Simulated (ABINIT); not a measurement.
## Beyond one shot: Ba2TaBiO6 (R-3)

How far does self-consistency move the gap of Ba2TaBiO6 (R-3)?

Program: ABINIT 10.8.3. Level of theory: LDA and many-body steps on it, plane waves. Results are calculated unless marked as measured.

## Step 1: The starting structure

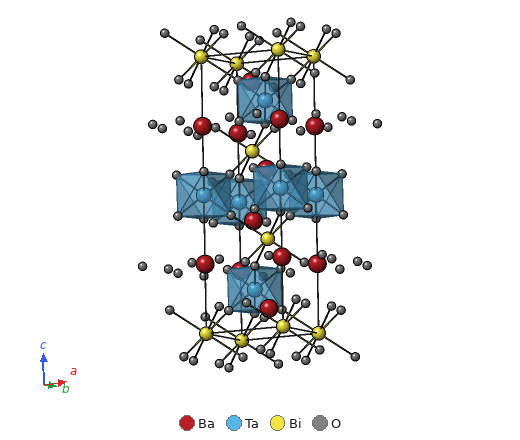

Start, viewed slightly off an axis; barium red, tantalum blue, bismuth yellow, oxygen grey. This picture shows the conventional cell, with its axes. Some periodic images of atoms are drawn too.

The cell and positions are those that the Materials Project relaxed with its own functionals (PBE, PBE+U or r2SCAN), kept fixed. Spin-orbit coupling is left out unless a step names it.

## Step 2: Empty states on the mesh, 2×2×2 mesh, 274 bands

This step: ABINIT 10.8.3; DFT, LDA, plane waves, norm-conserving pseudopotentials.

The sums over transitions need many empty states on a uniform mesh; this step solves for them.

File run.abi:

```
acell 3*1.0 Angstrom
rprim 
  3.075626834241 1.775713980676 4.956223105800
  -3.075626834241 1.775713980676 4.956223105800
  0.000000000000 -3.551427961352 4.956223105800
ntypat 4
znucl 56 73 83 8
natom 10
typat 1 1 2 3 4 4 4 4 4 4
xred 
  0.748816000000 0.748816000000 0.748816000000
  0.251184000000 0.251184000000 0.251184000000
  0.500000000000 0.500000000000 0.500000000000
  0.000000000000 0.000000000000 0.000000000000
  0.725510000000 0.218856000000 0.322035000000
  0.218856000000 0.322035000000 0.725510000000
  0.322035000000 0.725510000000 0.218856000000
  0.274490000000 0.781144000000 0.677965000000
  0.677965000000 0.274490000000 0.781144000000
  0.781144000000 0.677965000000 0.274490000000
pp_dirpath "pseudos"
pseudos "Ba.upf, Ta.upf, Bi.upf, O.upf"
ecut 62
ngkpt 2 2 2
nshiftk 1
shiftk 0 0 0
kptopt 1
chksymbreak 0
iscf -2
irdden 1
istwfk *1
nband 274
nbdbuf 24
tolwfr 1e-09
nstep 60
prtvol 0
indata_prefix "in"
outdata_prefix "out"
tmpdata_prefix "tmp"
```

Command:

```
$ OMP_NUM_THREADS=1 mpirun -n 4 abinit run.abi > log
```

Numbers of over 12 decimals in the logs are rounded to 6 here.

The log of the run:

```text
.Version 10.8.3 of ABINIT. v10.8.2 released Aug 2026.

 Symmetries : space group R-3 (#148); Bravais hR (rhombohedral)
[... echo of the input left out ...]
== DATASET  1 ==================================================================
-   mpi_nproc: 4, omp_nthreads: 1 (-1 if OMP is not activated)

--- !DatasetInfo
iteration_state: {dtset: 1, }
dimensions: {natom: 10, nkpt: 4, mband: 274, nsppol: 1, nspinor: 1, nspden: 1, mpw: 25587, }
cutoff_energies: {ecut:  62.0, pawecutdg:  -1.0, }
[...]
2.41249    2.41652    2.41976    2.41976    2.43218    2.43218    2.44926    2.44926
   2.45406    2.49297    2.49366    2.49549    2.49824    2.50886    2.50933    2.51191
   2.51882    2.52964
 prteigrs : prtvol=0 or 1, do not print more k-points.

== END DATASET(S) ==============================================================
================================================================================

 -outvars: echo values of variables after computation  --------
            nband         274
             nkpt           4
          spgroup         148
 [... the other variables as echoed above ...]

 Calculation completed.
```

Elapsed: 8.4 min, on 4 MPI ranks of Arm Neoverse V1, shared host; peak memory 1.2 GiB; 34 min of CPU time.

Numbers from this step:

```
gap                                                           : 2.549 eV
k of the valence top                                          : 0.5, 0.5, 0.5
k of the conduction bottom                                    : 0.5, 0, 0
least direct gap                                              : 2.577 eV
k points computed                                             : 4
lowest point of the top converged band, above the valence top : 57.0432 eV
```

On this mesh the gap is 2.549 eV.

The density comes from a self-consistent run that is not shown.

## Step 3: Screening, 2×2×2 mesh, 250 bands, screening to 130.6 eV

The RPA dielectric matrix is built and inverted for each q.

This step: RPA screening on LDA, plane waves, norm-conserving pseudopotentials.

Changes to run.abi since step 2:

```diff
@@ -28,10 +28,11 @@
 chksymbreak 0
-iscf -2
-irdden 1
 istwfk *1
-nband 274
-nbdbuf 24
-tolwfr 1e-09
-nstep 60
-prtvol 0
+occopt 1
+irdwfk 1
+optdriver 3
+nband 250
+ecuteps 4.8
+inclvkb 2
+awtr 1
+symchi 1
 indata_prefix "in"
```

The log of the run:

```text
.Version 10.8.3 of ABINIT. v10.8.2 released Aug 2026.

 Symmetries : space group R-3 (#148); Bravais hR (rhombohedral)
[... echo of the input left out ...]
== DATASET  1 ==================================================================
-   mpi_nproc: 4, omp_nthreads: 1 (-1 if OMP is not activated)

--- !DatasetInfo
iteration_state: {dtset: 1, }
dimensions: {natom: 10, nkpt: 4, mband: 250, nsppol: 1, nspinor: 1, nspden: 1, mpw: 25587, }
cutoff_energies: {ecut:  62.0, pawecutdg:  -1.0, }
electrons: {nelect:   1.06000000E+02, charge:   0.00000000E+00, occopt:   1.00000000E+00, tsmear:   1.00000000E-02, }

 SCREENING: Calculation of the susceptibility and dielectric matrices

 Based on a program developped by R.W. Godby, V. Olevano, G. Onida, and L. Reining.
 Incorporated in ABINIT by V. Olevano, G.-M. Rignanese, and M. Torrent.
.Using double precision arithmetic ; gwpc =  8

[... cell and pseudopotentials left out ...]
--------------------------------------------------------------------------------

 ==== K-mesh for the wavefunctions ====
 Number of points in the irreducible wedge :     4
[... list of points left out ...]
 Together with  6 symmetry operations and time-reversal symmetry
 yields     8 points in the full Brillouin Zone.

 ==== Q-mesh for the screening function ====
 Number of points in the irreducible wedge :     4
[... list of points left out ...]
 Together with  6 symmetry operations and time-reversal symmetry
 yields     8 points in the full Brillouin Zone.

 setmesh: FFT mesh size selected  =    54x   54x   54
          total number of points  =       157464

 vcoul_init : cutoff-mode = AUXILIARY_FUNCTION
 q-points for optical limit:   1
     1)      0.000010    0.000020    0.000030

- screening: taking advantage of time-reversal symmetry
- Maximum band index for partially occupied states nbvw = 53
- Remaining bands to be divided among processors   nbcw = 197
- Number of bands treated by each node ~49

 Number of electrons calculated from density =  106.0000; Expected =  106.0000
 average of density, n =  0.096716
 r_s =    1.3515
 omega_plasma =   29.9989 [eV]

 calculating chi0 at frequencies [eV] :
  1    0.000000E+00    0.000000E+00
  2    0.000000E+00    2.999894E+01

--------------------------------------------------------------------------------
  q-point number  1        q = ( 0.000000, 0.000000, 0.000000) [r.l.u.]
--------------------------------------------------------------------------------
[... chi0 elements left out ...]
 For q-point:  0.000010 0.000020 0.000030
  dielectric constant =   6.6089
  dielectric constant without local fields =   7.2138

  Average fulfillment of the sum rule on Im[epsilon] for q-point    1 :     59.81  [%]
[... wings left out ...]
  q-point number  2        q = ( 0.500000, 0.000000, 0.000000) [r.l.u.]
--------------------------------------------------------------------------------
[... chi0 elements left out ...]
  Average fulfillment of the sum rule on Im[epsilon] for q-point    2 :     64.74  [%]

 [... 2 further q-points ...]
```

It took 8.4 min on 4 MPI ranks; peak memory 6.9 GiB.

Numbers from this step:

```
ε∞ with local fields, on this mesh, along the program's q direction : 6.609
the same without local fields                                       : 7.214
plasma frequency                                                    : 30.00 eV
plane waves in the screening matrix                                 : 537
```

Local fields lower ε∞ by 8 %. On a Γ-centred mesh this coarse the value itself is usually too large, while a short band sum pulls it down.

## Step 4: G0W0

The self-energy is evaluated for the states that the input lists, and the levels follow from it, in one-shot runs by the linearised quasiparticle equation.

This step: G0W0 on LDA, plane waves, norm-conserving pseudopotentials.

Changes to run.abi since step 3:

```diff
@@ -31,8 +31,19 @@
 irdwfk 1
-optdriver 3
+optdriver 4
 nband 250
+gwcalctyp 0
+ecutsigx 62
+symsigma 1
+nkptgw 3
+kptgw 
+  0.5000000000 0.5000000000 0.5000000000
+  0.5000000000 0.0000000000 0.0000000000
+  0.0000000000 0.0000000000 0.0000000000
+bdgw 
+  52 56
+  52 55
+  51 55
 ecuteps 4.8
-inclvkb 2
-awtr 1
-symchi 1
+irdscr 1
+ppmodel 1
 indata_prefix "in"
```

The log of the run:

```text
.Version 10.8.3 of ABINIT. v10.8.2 released Aug 2026.

 Symmetries : space group R-3 (#148); Bravais hR (rhombohedral)
[... echo of the input left out ...]
== DATASET  1 ==================================================================
-   mpi_nproc: 4, omp_nthreads: 1 (-1 if OMP is not activated)

--- !DatasetInfo
iteration_state: {dtset: 1, }
dimensions: {natom: 10, nkpt: 4, mband: 250, nsppol: 1, nspinor: 1, nspden: 1, mpw: 25587, }
cutoff_energies: {ecut:  62.0, pawecutdg:  -1.0, }
electrons: {nelect:   1.06000000E+02, charge:   0.00000000E+00, occopt:   1.00000000E+00, tsmear:   1.00000000E-02, }

 SIGMA: Calculation of the GW corrections

 Based on a program developped by R.W. Godby, V. Olevano, G. Onida, and L. Reining.
 Incorporated in ABINIT by V. Olevano, G.-M. Rignanese, and M. Torrent.
.Using double precision arithmetic ; gwpc =  8

[... cell and pseudopotentials left out ...]
--------------------------------------------------------------------------------

 ==== K-mesh for the wavefunctions ====
 Number of points in the irreducible wedge :     4
[... list of points left out ...]
 Together with  6 symmetry operations and time-reversal symmetry
 yields     8 points in the full Brillouin Zone.

 ==== Q-mesh for screening function ====
 Number of points in the irreducible wedge :     4
[... list of points left out ...]
 Together with  6 symmetry operations and time-reversal symmetry
 yields     8 points in the full Brillouin Zone.

 vcoul_init : cutoff-mode = AUXILIARY_FUNCTION
 q-points for optical limit:   1
     1)      0.000010    0.000020    0.000030
 setmesh: FFT mesh size selected  =    81x   81x   81
          total number of points  =       531441

 Number of electrons calculated from density =  106.0000; Expected =  106.0000
 average of density, n =  0.096716
 r_s =    1.3515
 omega_plasma =   29.9989 [eV]

 === KS Band Gaps ===
  >>>> For spin  1
   Minimum direct gap =   2.5771 [eV], located at k-point      :   0.5000  0.0000  0.0000
   Fundamental gap    =   2.5491 [eV], Top of valence bands at :   0.5000  0.5000  0.5000
                                       Bottom of conduction at :   0.5000  0.0000  0.0000
 SIGMA fundamental parameters:
 PLASMON POLE MODEL  1
 number of plane-waves for SigmaX                25587
 number of plane-waves for SigmaC and W            537
 number of plane-waves for wavefunctions         25587
 number of bands                                   250
 number of independent spin polarizations            1
 number of spinorial components                      1
 number of k-points in IBZ                           4
 number of q-points in IBZ                           4
 number of symmetry operations                       6
 number of k-points in BZ                            8
 number of q-points in BZ                            8
 number of frequencies for dSigma/dE                 9
 frequency step for dSigma/dE [eV]                0.25
 number of omega for Sigma on real axis              0
 max omega for Sigma on real axis  [eV]           0.00
 zcut for avoiding poles [eV]                     0.10

 EPSILON^-1 parameters (SCR file):
 dimension of the eps^-1 matrix on file            537
 dimension of the eps^-1 matrix used               537
 number of plane-waves for wavefunctions         25587
 number of bands                                   250
 number of q-points in IBZ                           4
 number of frequencies                               2
 number of real frequencies                          1
 number of imag frequencies                          1

 matrix elements of self-energy operator (all in [eV])

 Perturbative Calculation

--- !SelfEnergy_ee
iteration_state: {dtset: 1, }
kpoint     : [   0.500,    0.500,    0.500, ]
spin       : 1
KS_gap     :    2.682
QP_gap     :    3.484
Delta_QP_KS:    0.802
data: !SigmaeeData |
     Band     E0 <VxcDFT>   SigX SigC(E0)      Z dSigC/dE  Sig(E)    E-E0       E
       52   4.962 -18.586 -23.417   4.840   0.771  -0.297 -18.578   0.007   4.969
       53   6.493 -20.412 -23.480   3.476   0.790  -0.265 -20.089   0.322   6.815
       54   9.175 -15.195 -10.580  -3.254   0.826  -0.210 -14.070   1.125  10.300
       55   9.631 -15.656 -11.060  -3.190   0.825  -0.212 -14.497   1.159  10.790
       56   9.631 -15.656 -11.060  -3.190   0.825  -0.212 -14.497   1.159  10.790

--- !SelfEnergy_ee
iteration_state: {dtset: 1, }
kpoint     : [   0.500,    0.000,    0.000, ]
spin       : 1
KS_gap     :    2.577
QP_gap     :    3.378
Delta_QP_KS:    0.801
data: !SigmaeeData |
     Band     E0 <VxcDFT>   SigX SigC(E0)      Z dSigC/dE  Sig(E)    E-E0       E
       52   5.236 -18.788 -23.488   4.752   0.771  -0.296 -18.748   0.040   5.277
[...]
--- !SelfEnergy_ee
iteration_state: {dtset: 1, }
kpoint     : [   0.000,    0.000,    0.000, ]
spin       : 1
KS_gap     :    3.947
QP_gap     :    4.960
Delta_QP_KS:    1.013
data: !SigmaeeData |
     Band     E0 <VxcDFT>   SigX SigC(E0)      Z dSigC/dE  Sig(E)    E-E0       E
[...]
53   5.708 -19.360 -23.390   4.251   0.777  -0.287 -19.189   0.172   5.879
       54   9.655 -13.384  -8.865  -3.095   0.832  -0.202 -12.199   1.185  10.839
       55   9.838 -16.696 -11.919  -3.418   0.816  -0.225 -15.587   1.108  10.946

== END DATASET(S) ==============================================================
================================================================================

 -outvars: echo values of variables after computation  --------
           etotal      0.0000000000E+00
            nband         250
             nkpt           4
          spgroup         148
 [... the other variables as echoed above ...]

 Calculation completed.
```

The job ended after 84 s (4 MPI ranks; peak memory 3.9 GiB; 5.6 min of CPU time).

This step gave:

```yaml
g0w0_gap_on_the_points_computed: 3.346 eV
starting_gap_on_the_mesh: 2.549 eV
k_of_the_valence_top: 0.5, 0.5, 0.5
k_of_the_conduction_bottom: 0.5, 0, 0
z_at_the_valence_top: 0.79
z_at_the_conduction_bottom: 0.828
least_direct_g0w0_gap_on_the_computed_points: 3.379 eV
```

The gap on the mesh goes from 2.55 eV to 3.35 eV, a correction of +0.80 eV.

## Step 5: evGW0, cycle 1

This step: evGW0 on LDA, plane waves, norm-conserving pseudopotentials.

Changes to run.abi since step 4:

```diff
@@ -33,14 +33,16 @@
 nband 250
-gwcalctyp 0
+gwcalctyp 10
 ecutsigx 62
 symsigma 1
-nkptgw 3
+nkptgw 4
 kptgw 
+  0.0000000000 0.0000000000 0.0000000000
+  0.5000000000 0.0000000000 0.0000000000
+  0.5000000000 0.5000000000 0.0000000000
   0.5000000000 0.5000000000 0.5000000000
-  0.5000000000 0.0000000000 0.0000000000
-  0.0000000000 0.0000000000 0.0000000000
 bdgw 
-  52 56
-  52 55
-  51 55
+  36 61
+  36 61
+  36 61
+  36 61
 ecuteps 4.8
```

The log of the run:

```text
.Version 10.8.3 of ABINIT. v10.8.2 released Aug 2026.

 Symmetries : space group R-3 (#148); Bravais hR (rhombohedral)
[... echo of the input left out ...]
== DATASET  1 ==================================================================
-   mpi_nproc: 4, omp_nthreads: 1 (-1 if OMP is not activated)

--- !DatasetInfo
iteration_state: {dtset: 1, }
dimensions: {natom: 10, nkpt: 4, mband: 250, nsppol: 1, nspinor: 1, nspden: 1, mpw: 25587, }
cutoff_energies: {ecut:  62.0, pawecutdg:  -1.0, }
electrons: {nelect:   1.06000000E+02, charge:   0.00000000E+00, occopt:   1.00000000E+00, tsmear:   1.00000000E-02, }

 SIGMA: Calculation of the GW corrections

 Based on a program developped by R.W. Godby, V. Olevano, G. Onida, and L. Reining.
 Incorporated in ABINIT by V. Olevano, G.-M. Rignanese, and M. Torrent.
.Using double precision arithmetic ; gwpc =  8

[... cell and pseudopotentials left out ...]
--------------------------------------------------------------------------------

 ==== K-mesh for the wavefunctions ====
 Number of points in the irreducible wedge :     4
[... list of points left out ...]
 Together with  6 symmetry operations and time-reversal symmetry
 yields     8 points in the full Brillouin Zone.

 ==== Q-mesh for screening function ====
 Number of points in the irreducible wedge :     4
[... list of points left out ...]
 Together with  6 symmetry operations and time-reversal symmetry
 yields     8 points in the full Brillouin Zone.

 vcoul_init : cutoff-mode = AUXILIARY_FUNCTION
 q-points for optical limit:   1
     1)      0.000010    0.000020    0.000030
 setmesh: FFT mesh size selected  =    81x   81x   81
          total number of points  =       531441

 Number of electrons calculated from density =  106.0000; Expected =  106.0000
[...]
--- !SelfEnergy_ee
iteration_state: {dtset: 1, }
kpoint     : [   0.500,    0.500,    0.000, ]
spin       : 1
KS_gap     :    4.128
QP_gap     :    5.085
Delta_QP_KS:    0.958
data: !SigmaeeData |
     Band     E_DFT   <VxcDFT>   E(N-1)  <Hhartree>   SigX  SigC[E(N-1)]    Z     dSigC/dE  Sig[E(N)]  DeltaE  E(N)_pert E(N)_diago
[...]
--- !SelfEnergy_ee
iteration_state: {dtset: 1, }
kpoint     : [   0.500,    0.500,    0.500, ]
spin       : 1
KS_gap     :    2.682
QP_gap     :    3.484
Delta_QP_KS:    0.802
data: !SigmaeeData |
     Band     E_DFT   <VxcDFT>   E(N-1)  <Hhartree>   SigX  SigC[E(N-1)]    Z     dSigC/dE  Sig[E(N)]  DeltaE  E(N)_pert E(N)_diago
[...]
60    12.041   -10.983    12.041    23.024    -5.655    -3.883     0.847    -0.181    -9.760     1.223    13.264    13.486
       61    12.041   -10.983    12.041    23.024    -5.655    -3.883     0.847    -0.181    -9.760     1.223    13.264    13.486

 New Fermi energy :        3.177653E-01 Ha ,    8.646834E+00 eV

 === QP Band Gaps ===
  >>>> For spin  1
   Minimum direct gap =   3.5267 [eV], located at k-point      :   0.5000  0.0000  0.0000
   Fundamental gap    =   3.4922 [eV], Top of valence bands at :   0.5000  0.5000  0.5000
                                       Bottom of conduction at :   0.5000  0.0000  0.0000

 writing QP data on file : out_QPS

 Convergence of QP corrections
 >>>>> For spin  1 <<<<<
.  kptgw no:  1; Maximum DeltaE = (   0.000   0.000) for band index: 23
.  kptgw no:  2; Maximum DeltaE = (   0.060   0.000) for band index: 24
.  kptgw no:  3; Maximum DeltaE = (   0.014  -0.000) for band index: 24
.  kptgw no:  4; Maximum DeltaE = (  -0.006   0.001) for band index: 24

== END DATASET(S) ==============================================================
================================================================================

 -outvars: echo values of variables after computation  --------
           etotal      0.0000000000E+00
            nband         250
             nkpt           4
          spgroup         148
 [... the other variables as echoed above ...]

 Calculation completed.
```

Run time: 11 min. Hardware: 4 MPI ranks; peak memory 7.4 GiB; 44 min of CPU time.

This step gave:

* quasiparticle gap on the mesh: 3.492 eV
* gap of the density functional on the mesh: 2.549 eV
* k of the valence top: 0.5, 0.5, 0.5
* k of the conduction bottom: 0.5, 0, 0
* Z at the valence top: 0.79
* Z at the conduction bottom: 0.828
* least direct quasiparticle gap on the computed points: 3.527 eV

Against G0W0 in ABINIT (2×2×2 mesh, 250 bands, screening to 130.6 eV, Godby-Needs plasmon pole), the gap moves by +0.146 eV. This first cycle still uses the starting levels; it takes the full correction, at all points of the mesh, and its linearised value is 3.346 eV.

## Step 6: evGW0, cycle 2

The corrected levels of the last cycle go back in.

Changes to run.abi since step 5:

```diff
@@ -50,2 +50,3 @@
 ppmodel 1
+irdqps 1
 indata_prefix "in"
```

The log of the run:

```text
.Version 10.8.3 of ABINIT. v10.8.2 released Aug 2026.

 Symmetries : space group R-3 (#148); Bravais hR (rhombohedral)
[... echo of the input left out ...]
== DATASET  1 ==================================================================
-   mpi_nproc: 4, omp_nthreads: 1 (-1 if OMP is not activated)

--- !DatasetInfo
iteration_state: {dtset: 1, }
dimensions: {natom: 10, nkpt: 4, mband: 250, nsppol: 1, nspinor: 1, nspden: 1, mpw: 25587, }
cutoff_energies: {ecut:  62.0, pawecutdg:  -1.0, }
[...]
.  kptgw no:  2; Maximum DeltaE = (  -0.011   0.000) for band index: 24
.  kptgw no:  3; Maximum DeltaE = (  -0.014   0.000) for band index: 24
.  kptgw no:  4; Maximum DeltaE = (   0.001  -0.000) for band index: 24

== END DATASET(S) ==============================================================
================================================================================

 -outvars: echo values of variables after computation  --------
           etotal      0.0000000000E+00
            nband         250
             nkpt           4
          spgroup         148
 [... the other variables as echoed above ...]

 Calculation completed.
```

Wall time 11 min (4 MPI ranks); peak memory 7.5 GiB.

This step gave:

| Property | Result |
| --- | --- |
| quasiparticle gap on the mesh | 3.437 eV |
| gap of the density functional on the mesh | 2.549 eV |
| k of the valence top | 0.5, 0.5, 0.5 |
| k of the conduction bottom | 0.5, 0, 0 |
| least direct quasiparticle gap on the computed points | 3.471 eV |

Against the cycle before, the gap moves by −0.055 eV.

[end of part 1 of 3]

[Paths, hosts, dates, memory and timing lines, banners, echoed tables and standing remarks are left out of the program output.]

[Logs are printed without paths, hosts, clocks, repeated set-up lines and the standing remarks that a program may print on its own settings, such as how far it seeks lower states.]

[Runs of the session that timed out or met a known fault of the program may be left out.]

[Hosts, paths, dates, database ids (printed as entryN), source tags and the programs' standing remarks are cut or masked in the printed files.]

[G0W0 gaps are taken among the corrected bands and points alone; a level outside them can change the order at an edge.]

[Where Ansatz stands beside ABINIT at settings called matched, ABINIT's density can come from a denser mesh and the files from another edition; pairs whose starting gaps differed by over 0.03 eV were left out, so agreement reads better than it is.]
